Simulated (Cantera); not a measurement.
Charge: 1 mol CHF₃, 2.2 mol HCl, 2.8 mol H₂, equilibrated at 0.133 bar.

Cantera equilibrium calculation (NASA polynomials, part measured and part estimated; ideal gas, pure solids and liquids). Candidate condensed phases: C, C₆H₆, C₇H₈, C₈H₁₈; 118 gas species. Equilibrium is a limit: real reactors are often held back by kinetics, nucleation or transport.

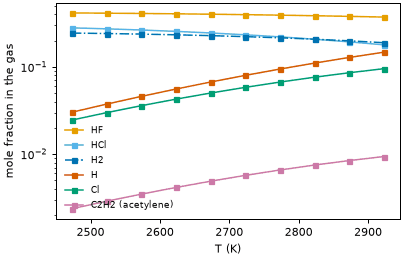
Equilibrium gas composition (values under 1e-9 drawn at 1e-9)

Question: Read off the mole fractions at 2573 K.

Answer: HF about 0.41, HCl about 0.27, H₂ about 0.24, H about 0.046, Cl about 0.036, C₂H₂ (acetylene) about 0.0035.
